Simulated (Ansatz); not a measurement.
## What a tighter setting buys: basis.ecutwfc, SrTiP2O8 (C2/c, 24 atoms in the cell)

Cell: a = 8.6879 Å, b = 8.6879 Å, c = 8.1755 Å, α = 115.10°, β = 115.10°, γ = 34.88°.

Method: LDA (PW92), default PAW files made with PBE (plane waves; Ansatz, an electronic-structure program).

Base settings: basis.ecutwfc = 30.9 Ry; kpoints.mp_grid.grid = 3 3 2; kpoints.mp_grid.shift = 0.5 0.5 0.5; hamiltonian.xc = lda; hamiltonian.pseudopotentials = {kind: paw} (the program's default PAW files); scf.occupations.method = cold; scf.occupations.width = 0.0147 Ry.

Misses are taken against the tightest run, 61.7 Ry, which need not be fully converged itself. The energy is the free energy per atom.

The count of work is k-points × plane waves × bands × iterations; it is no time, and leaves out set-up, grids and terms that scale otherwise. 

Ansatz's pressure holds its estimate of the finite-basis (Pulay) stress, which hides part of the cutoff error; the uncorrected pressure shows it.

The starting cell comes from a database of published, mostly measured structures (it also holds non-ambient and calculated ones), without a prior relaxation at this level. Its lattice was rescaled by a random factor within 2.5 % of one. In the base run, with a pressure of about -6 GPa the cell is away from its equilibrium volume at this level. Ansatz's pressure includes its estimate of the finite-basis (Pulay) stress.

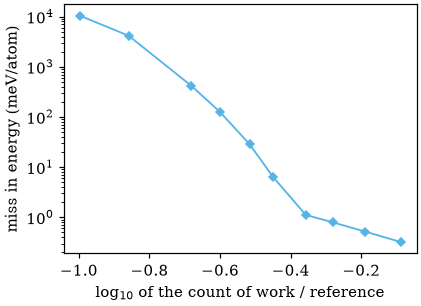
Figure. Miss against the count of work; the reference run is not drawn, and misses under 0.1 meV/atom are drawn there.

| basis.ecutwfc | energy less reference (meV/atom) | pressure less reference (GPa) | largest difference in the force on any atom (eV/Å) | uncorrected pressure less reference (GPa) | count of work / reference |
|---|---|---|---|---|---|
| 12.5 Ry | 10380.65 | -1.48 | 4.683 | -314.45 | 0.10 |
| 15.4 Ry | 4151.97 | 5.75 | 0.763 | -169.62 | 0.14 |
| 21.7 Ry | 418.12 | -0.03 | 0.349 | -28.84 | 0.21 |
| 24.6 Ry | 127.83 | -0.10 | 0.033 | -10.94 | 0.25 |
| 27.9 Ry | 28.71 | -0.04 | 0.019 | -3.12 | 0.30 |
| 30.9 Ry | 6.48 | -0.01 | 0.003 | -0.80 | 0.35 |
| 35.6 Ry | 1.12 | 0.01 | 0.001 | -0.02 | 0.44 |
| 40.1 Ry | 0.79 | 0.01 | 0.001 | 0.02 | 0.52 |
| 46.3 Ry | 0.52 | 0.00 | 0.001 | 0.01 | 0.65 |
| 54 Ry | 0.32 | 0.00 | 0.000 | 0.01 | 0.82 |
| 61.7 Ry | 0.00 | 0.00 | 0.000 | 0.00 | 1.0 |

Coarsest setting among those run that, with all tighter ones, holds the energy within 10 meV/atom of the reference: 30.9 Ry, off by 6.5 meV/atom; it needs 0.35 of the reference's count of work.

Coarsest setting among those run that, with all tighter ones, holds the energy within 1 meV/atom of the reference: 40.1 Ry, off by 0.79 meV/atom; its saving against the reference is no more than about a factor of 2 in the count of work.

The step from 15.4 Ry to 40.1 Ry: it takes the miss in the energy from 4200 to 0.79 meV/atom, for 3.8 times the count of work.

Keys are those of Ansatz 0.2.
